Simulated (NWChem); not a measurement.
# B3LYP/def2-SVP run of BH2SF (SMILES FBS)

What is the vertical ionisation energy of BH2SF at B3LYP/def2-SVP? 

Program for the calculation: NWChem 7.3.0.

4 further runs of the same task are left out: 2 that didn't finish, 2 set aside as unsound or not needed.

### 1 The molecule

The species is BH2SF (5 atoms), meant as a singlet with charge 0. SMILES: `FBS`. Geometry: relaxed at PBE0-D4/def2-TZVP. This is one conformer, not always the lowest.

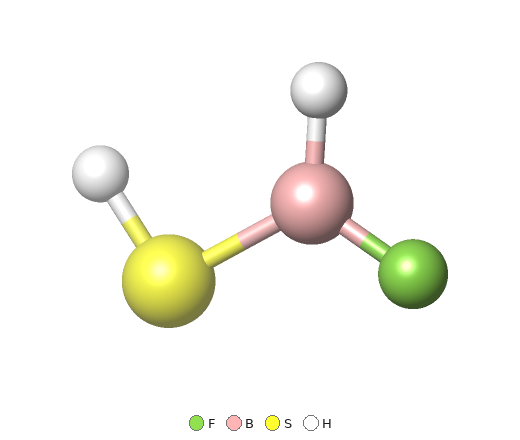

Viewed from a chosen angle; fluorine green, boron pink, sulfur yellow, hydrogen white.

### 2 A single-point energy at B3LYP/def2-SVP

Input file geom.nw:

```
start geom
title "BFH2S energy"
memory 2200 mb
geometry units bohr noautosym nocenter noautoz
 F   -2.11479251  -1.71190290  -2.02049517
 B   -0.78007894  -0.64080613  -0.20049994
 S    1.83756968   1.32016267  -1.09490732
 H   -1.34548500  -1.00325560   1.95340990
 H    2.49708410   1.89671811   1.28425787
end
basis spherical bse
 F library def2-SVP
 B library def2-SVP
 S library def2-SVP
 H library def2-SVP
end
dft
 xc b3lyp
 grid fine
 convergence energy 1e-08
 maxiter 100
 mulliken
 print low
end
task dft energy
```

Run with:

```bash
$ nwchem geom.nw > geom.out
```

Standard output:

```text
[...]
 d= 0,ls=0.0,diis     1   -523.9022796306 -6.11D+02  1.94D-02  4.71D-01     0.3
[...]
 d= 0,ls=0.0,diis     8   -523.9647567126 -3.64D-09  6.31D-06  1.57D-07     1.8
         Total DFT energy =     -523.964756712601
      One electron energy =     -895.520592264640
           Coulomb energy =      325.918438935550
    Exchange-Corr. energy =      -40.998230318103
 Nuclear repulsion energy =       86.635626934593
[...]
      Total Density - Mulliken Population Analysis
     ---------------------------------------------
    Atom       Charge   Shell Charges
 -----------   ------   -------------------------------------------------------
    1 F    9     9.09   1.99  1.14  0.72  3.37  1.86  0.01
    2 B    5     4.88   1.99  0.80  0.13  1.51  0.31  0.14
    3 S   16    16.04   2.00  1.98  1.26  0.56  5.93  1.85  2.41  0.05
    4 H    1     1.06   0.75  0.30  0.01
    5 H    1     0.93   0.72  0.18  0.03
[...]
```

Run time: 2.3 s. Hardware: 1 thread of AMD EPYC 9R45 (Zen 5), shared host; peak memory 0.11 GiB.

### 3 The doublet cation, same level

Input file nw.nw:

```
start nw
title "BFH2S energy"
memory total 2200 mb
charge 1

geometry units angstroms noautosym nocenter noautoz
  F     -1.119100    -0.905900    -1.069200
  B     -0.412800    -0.339100    -0.106100
  S      0.972400     0.698600    -0.579400
  H     -0.712000    -0.530900     1.033700
  H      1.321400     1.003700     0.679600
end

basis "ao basis" spherical bse
  * library def2-SVP
end

dft
  xc b3lyp
  mult 2
  grid fine
  convergence energy 1e-08
  maxiter 100
  mulliken
  print low
end

task dft energy
```

Run with:

```bash
$ nwchem nw.nw > nw.out
```

Standard output:

```text
[...]
 d= 0,ls=0.0,diis     1   -523.3144159178 -6.10D+02  2.09D-02  5.34D-01     0.4
[...]
 d= 0,ls=0.5,diis    58   -523.5646317477 -9.94D-09  1.47D-07  4.92D-09    19.2
[...]
         Total DFT energy =     -523.564631755880
      One electron energy =     -885.931582391701
           Coulomb energy =      316.406802647401
    Exchange-Corr. energy =      -40.675485199306
 Nuclear repulsion energy =       86.635633187726
[...]
      Total Density - Mulliken Population Analysis
     ---------------------------------------------
    Atom       Charge   Shell Charges
 -----------   ------   -------------------------------------------------------
    1 F    9     8.98   1.99  1.15  0.71  3.35  1.78  0.01
    2 B    5     4.81   1.99  0.85  0.13  1.50  0.20  0.14
    3 S   16    15.47   2.00  1.98  1.38  0.47  5.92  1.80  1.86  0.06
    4 H    1     0.93   0.73  0.19  0.02
    5 H    1     0.81   0.69  0.08  0.03
[...]
      <S2> =      0.7533 (Exact =     0.7500)
[...]
```

Run time: 20 s. Hardware: 1 thread of AMD EPYC 9R45 (Zen 5), shared host; peak memory 0.11 GiB.

### 4 Outcome

At B3LYP/def2-SVP:

| quantity | value |
| --- | --- |
| singlet BH2SF: total energy | -523.96476 Eh |
| doublet cation: total energy | -523.56463 Eh |
| doublet cation: ⟨S²⟩ | 0.753 |
| vertical ionisation energy (to the doublet cation) | 10.888 eV |

**Reading.** The vertical ionisation energy comes to 10.89 eV (1051 kJ/mol). Mulliken charges (singlet BH2SF) run from -0.09 on F1 to +0.12 on B2; they depend strongly on the basis.
